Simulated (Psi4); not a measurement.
# HO2 (hydroperoxy): UHF/cc-pV5Z (density fitting, sweep point 4)

Aim: the vertical ionisation energy of HO2 (hydroperoxy) at UHF/cc-pV5Z (density fitting, sweep point 4), from 2 runs. 

Program for the calculation: Psi4 1.11.

## 1. Starting point

HO2: 3 atoms, total charge 0, spin state doublet. SMILES: `[O]O`. Geometry: relaxed at PBE0-D4/def2-TZVP.

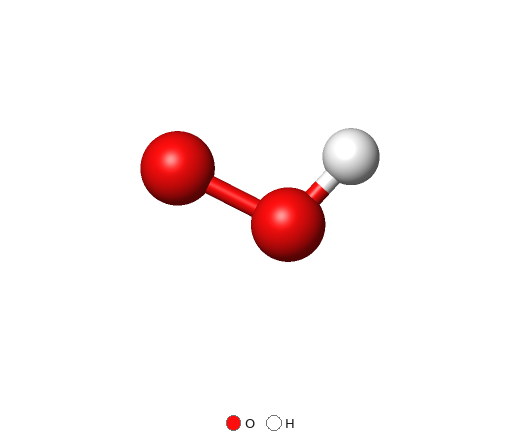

Viewed from a chosen angle; oxygen red, hydrogen white.

## 2. A single-point energy at UHF/cc-pV5Z (density fitting, sweep point 4)

Input file calc.py:

```python
import psi4

psi4.set_memory('1600 MB')
psi4.set_num_threads(1)
psi4.core.set_output_file('output.dat', False)

m = psi4.geometry("""
0 2
O     -0.355150     0.941950    -0.088650
O     -0.244540    -0.359400    -0.172440
H      0.599690    -0.582550     0.261090
symmetry c1
""")

psi4.set_options({
    'basis': 'cc-pV5Z',
    'reference': 'uhf',
    'puream': True,
    'scf_type': 'df',
    'maxiter': 100,
})

E = psi4.energy('hf')
print(f'hf energy: {E:.10f} Eh')
```

On the command line:

```console
$ python calc.py
```

output.dat:

```text
[...]
  Running in c1 symmetry.
[...]
  Nuclear repulsion =   32.530556905833272
[...]
  Multiplicity = 2
[...]
  Nalpha       = 9
  Nbeta        = 8
[...]
    Number of basis functions: 237
[...]
   @DF-UHF iter   1:  -150.19067573797003   -7.43488e-01   1.34569e-03 DIIS/ADIIS
[...]
   @DF-UHF iter  11:  -150.25249423003902   -7.44063e-07   6.73193e-07 DIIS
[...]
   @S^2 Observed:                7.631034987E-01
[...]
    Orbital Energies [Eh]
    ---------------------
    Alpha Occupied:
       1A    -20.682293     2A    -20.672168     3A     -1.587843
       4A     -1.202921     5A     -0.777687     6A     -0.761960
       7A     -0.681153     8A     -0.523822     9A     -0.518259
    Alpha Virtual:
      10A      0.089991    11A      0.217793    12A      0.318712
      13A      0.335606    14A      0.349772    15A      0.404437
      16A      0.417386    17A      0.418879    18A      0.447348
      19A      0.540617    20A      0.610197    21A      0.631962
      22A      0.727907    23A      0.819260    24A      0.949022
      25A      0.965002    26A      1.026600    27A      1.087278
[...]
  @DF-UHF Final Energy:  -150.25249423003902
   => Energetics <=
    Nuclear Repulsion Energy =             32.5305569058332722
    One-Electron Energy =                -271.7572925028291024
    Two-Electron Energy =                  88.9742413669568037
    Total Energy =                       -150.2524942300390194
  UHF NO Occupations:
  HONO-2 :    7  A 1.9978512
  HONO-1 :    8  A 1.9968634
[...]
 Multipole Moments:
 ------------------------------------------------------------------------------------
     Multipole            Electronic (a.u.)      Nuclear  (a.u.)        Total (a.u.)
 ------------------------------------------------------------------------------------
 L = 1.  Multiply by 2.5417464519 to convert [e a0] to [Debye]
 Dipole X            :         -0.1825598            0.8880226            0.7054627
 Dipole Y            :          0.4418723           -0.7976444           -0.3557721
 Dipole Z            :         -0.0000000           -0.0000000           -0.0000000
 Magnitude           :                                                    0.7900959
[...]
```

Standard output:

```text
hf energy: -150.2524942300 Eh
```

Run time: 7.2 s. Hardware: 1 thread of Intel Xeon at 2.70GHz, shared host; peak memory 0.44 GiB.

## 3. The singlet cation, same level

Input file job.py:

```python
import psi4

psi4.set_memory('1600 MB')
psi4.set_num_threads(1)
psi4.core.set_output_file('run.log', False)

geom = psi4.geometry("""
1 1
O     -0.355150     0.941950    -0.088650
O     -0.244540    -0.359400    -0.172440
H      0.599690    -0.582550     0.261090
units angstrom
symmetry c1
""")

psi4.set_options({
    'basis': 'cc-pV5Z',
    'reference': 'rhf',
    'puream': True,
    'scf_type': 'df',
})

result, w = psi4.energy('scf', return_wfn=True)
print(f'scf energy: {result:.10f} Eh')
```

On the command line:

```console
$ python job.py
```

run.log:

```text
[...]
  Running in c1 symmetry.
[...]
  Nuclear repulsion =   32.530556905833272
[...]
  Multiplicity = 1
[...]
  Nalpha       = 8
  Nbeta        = 8
[...]
    Number of basis functions: 237
[...]
   @DF-RHF iter   1:  -149.69739586268668   -2.50208e-01   1.83712e-03 ADIIS/DIIS
[...]
   @DF-RHF iter   9:  -149.78517659653204   -1.50943e-07   3.13165e-07 DIIS
[...]
    Orbital Energies [Eh]
    ---------------------
    Doubly Occupied:
       1A    -21.193236     2A    -21.152157     3A     -1.995319
       4A     -1.577468     5A     -1.199245     6A     -1.106852
       7A     -1.008466     8A     -0.948873
[...]
  @DF-RHF Final Energy:  -149.78517659653204
   => Energetics <=
    Nuclear Repulsion Energy =             32.5305569058332722
    One-Electron Energy =                -264.2682328711189825
    Two-Electron Energy =                  81.9524993687536920
    Total Energy =                       -149.7851765965320396
[...]
 Multipole Moments:
 ------------------------------------------------------------------------------------
     Multipole            Electronic (a.u.)      Nuclear  (a.u.)        Total (a.u.)
 ------------------------------------------------------------------------------------
 L = 1.  Multiply by 2.5417464519 to convert [e a0] to [Debye]
 Dipole X            :         -0.0571096            0.8880226            0.8309130
 Dipole Y            :          0.4324085           -0.7976444           -0.3652360
 Dipole Z            :          0.0000000           -0.0000000            0.0000000
 Magnitude           :                                                    0.9076418
[...]
```

The script printed:

```text
scf energy: -149.7851765965 Eh
```

It took 6.3 s on 1 thread of Intel Xeon at 2.70GHz, shared host; peak memory 0.44 GiB.

## 4. Results

At UHF/cc-pV5Z (density fitting, sweep point 4):

| quantity | value |
| --- | --- |
| doublet HO2: total energy | -150.25249 Eh |
| doublet HO2: dipole moment | 2.01 D |
| doublet HO2: HOMO energy (highest over α and β) | -13.12 eV |
| doublet HO2: LUMO energy (lowest over α and β) | 2.45 eV |
| doublet HO2: ⟨S²⟩ | 0.763 |
| singlet cation: total energy | -149.78518 Eh |
| singlet cation: HOMO energy | -25.82 eV |
| singlet cation: LUMO energy | -10.54 eV |
| singlet cation: HOMO–LUMO gap | 15.28 eV |
| vertical ionisation energy (to the singlet cation) | 12.716 eV |

In words: Removing an electron at fixed nuclei costs 12.72 eV (293 kcal/mol). Only the singlet of the ionised species was computed; a triplet could lie lower.
